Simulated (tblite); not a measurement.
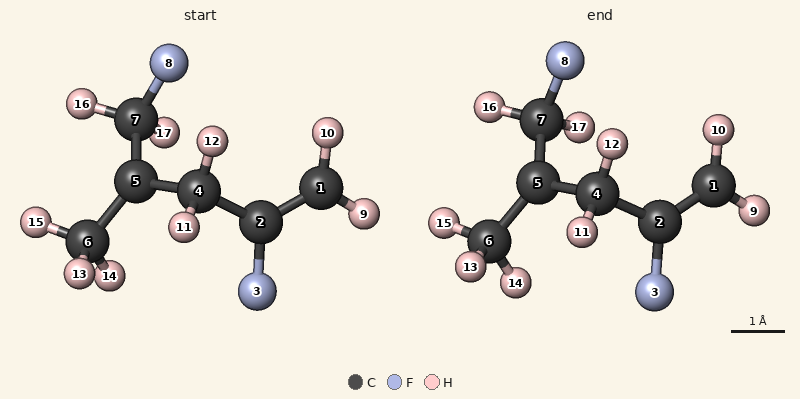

The structure of C6H9F2 (multiplicity 2) before (left) and after (right) a relaxation, at one scale.

Style: ball-and-stick. Shown at a tilt.

Theory: GFN2-xTB geometry optimisation, gas phase (tblite). 

Q: What changed between the two?

A: The largest moves after the best rigid fit, 0.34 Å, are those of H10 and H17. Largest moves by element: H 0.34 Å, C 0.23 Å, F 0.20 Å. Near-neighbour distances that change, for instance: C7–F8 1.363 → 1.382 Å, C1–H10 1.092 → 1.073 Å, C7–H17 1.088 → 1.105 Å, C5–C7 1.500 → 1.484 Å. Among the angles between lasting bonds that change: F3–C2–C4 118.3° → 112.6°, H11–C4–H12 105.2° → 109.9°, C2–C4–C5 112.4° → 107.9°. The energy falls by 2.84 kcal/mol in 71 geometry steps.
